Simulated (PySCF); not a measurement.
# C8H9O (SMILES Cc1ccc(C[O-])cc1) (charge −1): what the fields show

```yaml
atoms:
  - { symbol: C, position_ang: [-2.7564, 0.2217, -0.1282] }
  - { symbol: C, position_ang: [-1.2587, 0.1046, -0.0413] }
  - { symbol: C, position_ang: [-0.6030, -1.0769, -0.4122] }
  - { symbol: C, position_ang: [0.7838, -1.1973, -0.3161] }
  - { symbol: C, position_ang: [1.5678, -0.1403, 0.1541] }
  - { symbol: C, position_ang: [3.0914, -0.3317, 0.2365] }
  - { symbol: O, position_ang: [3.5443, -1.5060, -0.1496] }
  - { symbol: C, position_ang: [0.9172, 1.0411, 0.5229] }
  - { symbol: C, position_ang: [-0.4695, 1.1648, 0.4282] }
  - { symbol: H, position_ang: [-3.1344, -0.0918, -1.1157] }
  - { symbol: H, position_ang: [-3.0874, 1.2582, 0.0410] }
  - { symbol: H, position_ang: [-3.2616, -0.4103, 0.6235] }
  - { symbol: H, position_ang: [-1.1969, -1.9204, -0.7860] }
  - { symbol: H, position_ang: [1.3382, -2.1006, -0.5961] }
  - { symbol: H, position_ang: [3.4961, 0.5705, -0.3395] }
  - { symbol: H, position_ang: [1.5156, 1.8842, 0.8915] }
  - { symbol: H, position_ang: [-0.9550, 2.1030, 0.7229] }
  - { symbol: H, position_ang: [3.3294, -0.0383, 1.3168] }
```

Geometry: PBE0-D3(BJ)/ma-def2-SVP.

Method: DFT single point, gas phase, functional wB97X in PySCF.

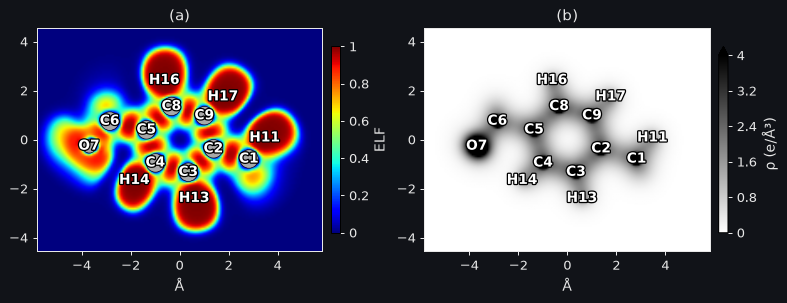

Figure 1. (a) electron localisation function; (b) total electron density on the plane of atoms C9, C8 and H16. Grey discs cover the atomic cores in the ELF map.

**What does the map show?**

- Atoms in the plane: C, O and H.
- C–O (1.32 Å): ρ at the midpoint is about 2.6 e/Å³; the ELF peaks at about 0.90 between the atoms: a polar covalent bond.
- C–C (1.40 Å): ρ at the midpoint is about 2.1 e/Å³; the ELF peaks at about 0.95 between the atoms, as expected for a covalent bond.
- C–H (1.10 Å): the density is about 2 e/Å³ at the midpoint; the ELF climbs to about 1 towards the hydrogen, as it does in any bond to H; a covalent bond by its length.
- C–C (1.50 Å): ρ is about 1.7 e/Å³ halfway; the ELF peaks at about 0.95 between the atoms: localised, covalent bonding.
- The ELF also peaks beside O7, away from the bonds: lone-pair regions.

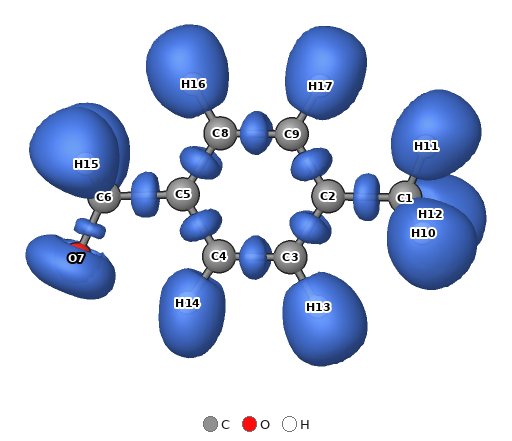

Figure 2. Isosurface of the electron localisation function at 0.8 (blue), seen across its widest extent. Core shells and regions of very low density are left out.

**Where are the electrons localised?**

At this value the surface marks out eight regions between bonded C–C atoms (shared pairs), one region between bonded C–O atoms (shared pairs), nine regions around hydrogen nuclei and one ring or bowl of non-bonding electrons around O.

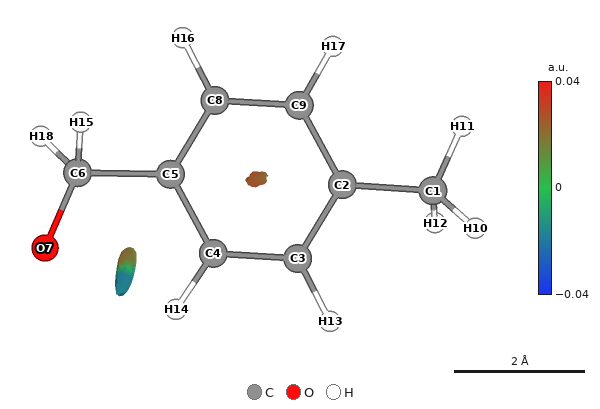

Figure 3. Non-covalent interaction (NCI) plot: the surface where the reduced density gradient is 0.4, for densities under 0.05 a.u., coloured by sign(λ₂)ρ; seen at a tilt.

**Identify the weak interactions.**

- Between H14 and C4 on one side and O7 and C6 on the other: a weak contact, attractive (blue-green) on one side and crowded (olive to red) on the other
- Inside the ring or cage of C2, C3, C4, C5, C8 and C9: steric crowding (red)
